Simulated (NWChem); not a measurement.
**CF3 (trifluoromethyl radical): levels of theory compared**

Aim: a comparison of 6 runs (UBHLYP/def2-SVPD, UB2PLYP/def2-SVPD, UB3LYP/def2-SVPD, UCAM-B3LYP/def2-SVPD, UM06-2X/def2-SVPD, UPBE0/def2-SVPD) of CF3 (trifluoromethyl radical). 

Program for the calculation: NWChem 7.3.0.

1 further run of the same task is left out (set aside as unsound or not needed).

### 1 The system as given

The species is CF3 (4 atoms), meant as a doublet with charge 0. SMILES: `F[C](F)F`. Geometry: relaxed at PBE0-D4/def2-TZVP.

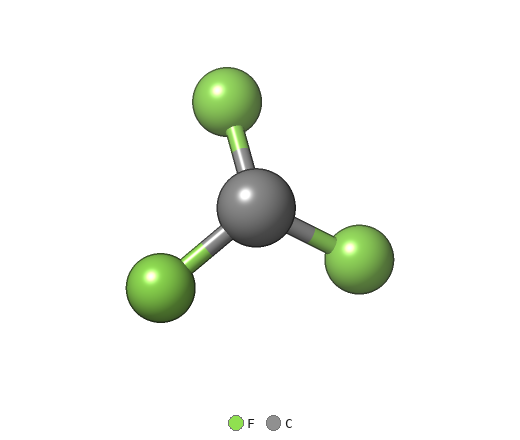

Viewed from a chosen angle; fluorine green, carbon grey.

### 2 Energy and forces at UBHLYP/def2-SVPD (run 1)

Input file run.py:

```python
from ase import Atoms
from ase.calculators.nwchem import NWChem

atoms = Atoms(['F', 'C', 'F', 'F'], positions=[
    [-1.227500, 0.024900, 0.265400],
    [-0.039500, -0.059500, -0.286700],
    [0.658900, -1.044900, 0.227300],
    [0.608100, 1.079500, -0.205900],
])

calc = NWChem(
    label='job',
    theory='dft',
    memory='2200 mb',
    basis='def2-SVPD',
    basispar='spherical bse',
    dft={'xc': 'bhlyp', 'mult': '2', 'grid': 'xfine', 'convergence': 'energy 1e-08', 'iterations': '100', 'mulliken': None, 'print': 'low'},
)
atoms.calc = calc

forces = atoms.get_forces()
print(f"energy = {atoms.get_potential_energy():.6f} eV")
print("forces (eV/A):")
for s, f in zip(atoms.symbols, forces):
    print(f"{s:2s} {f[0]:10.5f} {f[1]:10.5f} {f[2]:10.5f}")
```

The run is started by

```bash
$ export ASE_NWCHEM_COMMAND="nwchem PREFIX.nwi > PREFIX.nwo"
$ python run.py
```

The log of the run:

```text
energy = -9175.508409 eV
forces (eV/A):
F     0.48563   -0.03677   -0.22862
C     0.06459    0.10346    0.47704
F    -0.28550    0.39832   -0.21140
F    -0.26472   -0.46496   -0.03702
```

The calculator wrote job.nwi:

```
title "job"

permanent_dir job

scratch_dir job

start job

geometry units angstrom nocenter noautosym noautoz
  F  -1.2275000000000000e+00 2.4899999999999999e-02 2.6540000000000002e-01
  C  -3.9500000000000000e-02 -5.9499999999999997e-02 -2.8670000000000001e-01
  F  6.5890000000000004e-01 -1.0448999999999999e+00 2.2730000000000000e-01
  F  6.0809999999999997e-01 1.0794999999999999e+00 -2.0590000000000000e-01
end

memory 2200 mb

basis spherical bse noprint
   * library def2-SVPD
end

dft
  xc bhlyp
  mult 2
  grid xfine
  convergence energy 1e-08
  iterations 100
  mulliken
  print low
end

task dft gradient
```

job.nwo, cut to the lines that bear on the results:

```text
[...]
         Total DFT energy =     -337.193717405193
      One electron energy =     -715.092498507701
           Coulomb energy =      289.926523580535
    Exchange-Corr. energy =      -36.623778035693
 Nuclear repulsion energy =      124.596035557665
[... 38 lines left out ...]
     ------------------------------------------
      Spin Density - Lowdin Population Analysis
[...]
      <S2> =      0.7525 (Exact =     0.7500)
                         DFT ENERGY GRADIENTS
    atom               coordinates                        gradient
                 x          y          z           x          y          z
   1 F      -2.319639   0.047054   0.501533   -0.009444   0.000715   0.004446
   2 C      -0.074644  -0.112439  -0.541784   -0.001256  -0.002012  -0.009277
   3 F       1.245140  -1.974575   0.429535    0.005552  -0.007746   0.004111
   4 F       1.149142   2.039959  -0.389095    0.005148   0.009042   0.000720
 Task  times  cpu:       25.8s     wall:       25.8s
 Total times  cpu:       25.8s     wall:       25.8s
```

Wall time 27 s (1 thread of INTEL XEON PLATINUM 8581C at 2.10GHz (Emerald Rapids), shared host); peak memory 0.13 GiB.

### 3 A single-point energy at UB2PLYP/def2-SVPD (run 2)

Input file a.nw:

```
start a
title "CF3 B2PLYP"
memory total 2200 mb
geometry units atomic noautosym nocenter noautoz
  F  -2.31963882  0.04705418  0.50153331
  C  -0.07464418 -0.11243870 -0.54178448
  F   1.24514054 -1.97457483  0.42953475
  F   1.14914246  2.03995935 -0.38909461
end
basis spherical bse
  * library def2-SVPD
end
dft
  xc hfexch 0.53 becke88 0.47 lyp 0.73 mp2 0.27
  dftmp2 semidirect
  mult 2
  grid xfine
  convergence energy 1e-08
  maxiter 100
  mulliken
end
mp2
  freeze core 4
end
task dft energy
```

The run is started by

```bash
$ nwchem a.nw > a.out
```

The log of the run:

```text
[...]
          Wavefunction type:  spin polarized.
          No. of atoms     :     4
          No. of electrons :    33
[...]
          Charge           :     0
          Spin multiplicity:     2
[...]
          AO basis - number of functions:    89
[...]
              XC Information
              --------------
                     Hartree-Fock (Exact) Exchange  0.530
                    Becke 1988 Exchange Functional  0.470
              Lee-Yang-Parr Correlation Functional  0.730
[...]
 d= 0,ls=0.0,diis     1   -336.7195879774 -4.61D+02  1.65D-02  3.19D-01     3.3
[...]
 d= 0,ls=0.0,diis    10   -336.8560855330 -4.34D-09  3.46D-07  1.71D-09    31.8
[...]
         Total DFT energy =     -336.856085533009
      One electron energy =     -715.029497859174
           Coulomb energy =      289.860040392786
    Exchange-Corr. energy =      -36.282654629176
 Nuclear repulsion energy =      124.596026562554
[...]
      Total Density - Mulliken Population Analysis
     ---------------------------------------------
    Atom       Charge   Shell Charges
 -----------   ------   -------------------------------------------------------
    1 F    9     9.42   1.99  1.14  0.79  0.09  3.34  1.91  0.13  0.01  0.01
    2 C    6     4.76   1.99  0.93 -0.08 -0.06  1.77  0.07  0.18 -0.04
    3 F    9     9.41   1.99  1.14  0.79  0.09  3.34  1.91  0.13  0.01  0.01
    4 F    9     9.42   1.99  1.14  0.79  0.09  3.34  1.91  0.13  0.01  0.01
[...]
      <S2> =      0.7527 (Exact =     0.7500)
[...]
  Basis functions       =     89
[...]
```

Run time: 35 s. Hardware: 1 thread of INTEL XEON PLATINUM 8581C at 2.10GHz (Emerald Rapids), shared host; peak memory 0.25 GiB.

Runs 3 to 5 aren't shown in full; the table further down has their settings and results.

### 4 Energy and gradient at UPBE0/def2-SVPD (run 6)

Input file a.nw:

```
start a
memory stack 880 mb heap 220 mb global 1100 mb
charge 0
geometry units angstroms noautosym nocenter noautoz
F     -1.227500     0.024900     0.265400
C     -0.039500    -0.059500    -0.286700
F      0.658900    -1.044900     0.227300
F      0.608100     1.079500    -0.205900
end
basis spherical bse
* library def2-SVPD
end
dft
xc pbe0
mult 2
grid xfine
convergence energy 1e-08
iterations 100
mulliken
noprint "final vectors analysis"
end
task dft gradient
```

The run is started by

```bash
$ nwchem a.nw > a.out
```

The log of the run:

```text
[...]
          Wavefunction type:  spin polarized.
          No. of atoms     :     4
          No. of electrons :    33
[...]
          Charge           :     0
          Spin multiplicity:     2
[...]
          AO basis - number of functions:    89
[...]
              XC Information
              --------------
                         PBE0 Method XC Functional
                     Hartree-Fock (Exact) Exchange  0.250
          PerdewBurkeErnzerhof Exchange Functional  0.750
            Perdew 1991 LDA Correlation Functional  1.000 local
           PerdewBurkeErnz. Correlation Functional  1.000 non-local
[...]
 d= 0,ls=0.0,diis     1   -336.8539845460 -4.61D+02  1.83D-02  3.60D-01     2.4
[...]
 d= 0,ls=0.0,diis     9   -337.0058511674 -7.44D-09  6.66D-07  8.42D-09    18.6
[...]
         Total DFT energy =     -337.005851167427
      One electron energy =     -714.985050579670
           Coulomb energy =      289.777238738248
    Exchange-Corr. energy =      -36.394074883671
 Nuclear repulsion energy =      124.596035557666
[...]
      Total Density - Mulliken Population Analysis
     ---------------------------------------------
    Atom       Charge   Shell Charges
 -----------   ------   -------------------------------------------------------
    1 F    9     9.37   1.99  1.15  0.78  0.08  3.34  1.88  0.13  0.01  0.01
    2 C    6     4.90   1.98  0.94 -0.04 -0.03  1.82  0.10  0.18 -0.04
    3 F    9     9.37   1.99  1.15  0.78  0.08  3.34  1.88  0.13  0.01  0.01
    4 F    9     9.37   1.99  1.15  0.78  0.08  3.34  1.88  0.13  0.01  0.01
[...]
      <S2> =      0.7517 (Exact =     0.7500)
[...]
  wavefunction    = open shell
                         DFT ENERGY GRADIENTS
    atom               coordinates                        gradient
                 x          y          z           x          y          z
   1 F      -2.319639   0.047054   0.501533    0.000305   0.000108   0.000336
   2 C      -0.074644  -0.112439  -0.541784   -0.000125  -0.000319  -0.001100
   3 F       1.245140  -1.974575   0.429535   -0.000097   0.000381   0.000310
   4 F       1.149142   2.039959  -0.389095   -0.000083  -0.000171   0.000455
[...]
```

Wall time 23 s (1 thread of INTEL XEON PLATINUM 8581C at 2.10GHz (Emerald Rapids), shared host); peak memory 0.13 GiB.

### 5 All runs side by side

| run | level | task | frozen core orbitals | energy (Eh) | ⟨S²⟩ | largest force (eV/Å) | wall time |
| --- | --- | --- | --- | --- | --- | --- | --- |
| 1 | UBHLYP/def2-SVPD | gradient | – | -337.193717 | 0.752 | 0.538 | 27 s |
| 2 | UB2PLYP/def2-SVPD | energy | 4 | -337.080009 | 0.753 | – | 35 s |
| 3 | UB3LYP/def2-SVPD | gradient | – | -337.327849 | 0.752 | 0.444 | 23 s |
| 4 | UCAM-B3LYP/def2-SVPD | gradient | – | -337.247340 | 0.752 | 0.090 | 61 s |
| 5 | UM06-2X/def2-SVPD | gradient | – | -337.211950 | 0.753 | 0.086 | 50 s |
| 6 | UPBE0/def2-SVPD | gradient | – | -337.005851 | 0.752 | 0.059 | 23 s |

### 6 Summary of results

| quantity | value |
| --- | --- |
| run 6: total energy | -337.00585 Eh |
| run 6: dipole moment | 0.32 D |
| run 6: ⟨S²⟩ | 0.752 |
| run 6: largest force on an atom | 0.059 eV/Å |

Over runs 2, 3, 4, 5, 6 the dipole moment (its size) runs from 0.32 D (UB3LYP/def2-SVPD) to 0.47 D (UB2PLYP/def2-SVPD). A double hybrid's value is that of its SCF part. Totals of different functionals can't be ranked against each other. All runs together took 3.6 min, the longest 61 s.
